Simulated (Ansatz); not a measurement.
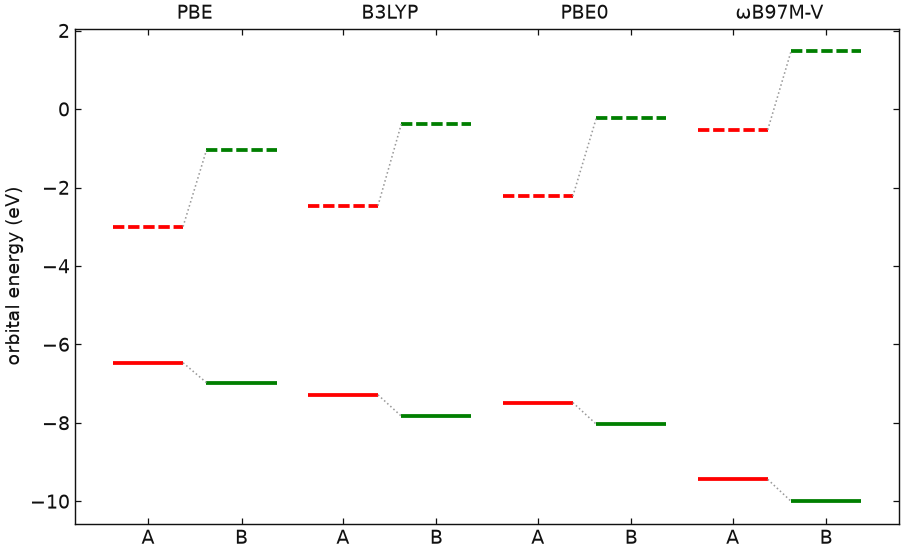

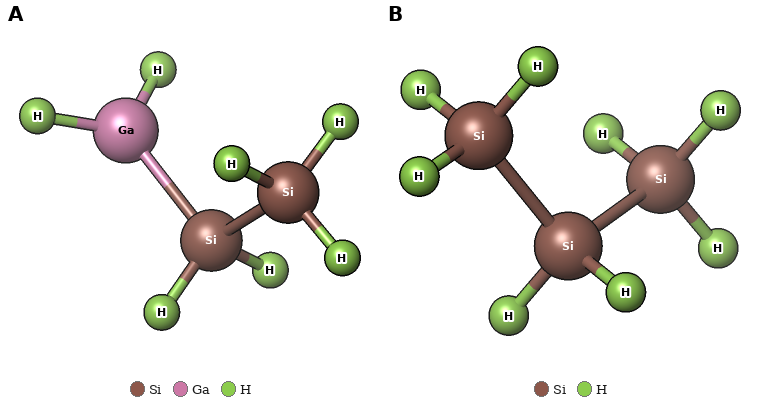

One change: A, GaSi₂H₇ (SMILES [SiH3][SiH2][GaH2]), becomes B, Si₃H₈ (SMILES [SiH3][SiH2][SiH3]). GaH₂ on Si is replaced by SiH₃. HOMO (solid) and LUMO (dashed) computed in def2-TZVPP at PBE0-D4/def2-TZVP geometries, both minima by their frequencies, gas phase, the Ansatz code 0.2.0. Empty levels above zero depend strongly on the basis.

What does the change do to HOMO and LUMO?

PBE: the HOMO falls by 0.51 eV, the LUMO rises by 1.95 eV, and the separation goes from 3.47 to 5.93 eV. B3LYP: the HOMO falls by 0.54 eV, the LUMO rises by 2.08 eV, and the separation goes from 4.82 to 7.45 eV. PBE0: the HOMO falls by 0.55 eV, the LUMO rises by 1.99 eV, and the separation goes from 5.26 to 7.80 eV. ωB97M-V: the HOMO falls by 0.56 eV, the LUMO rises by 2.01 eV, and the separation goes from 8.91 to 11.48 eV.

Do the functionals agree on the effect?

They agree on the direction for both levels; the HOMO shift lies between −0.56 and −0.51 eV and the LUMO shift between 1.95 and 2.08 eV, while the separations themselves differ by up to 5.6 eV between functionals.
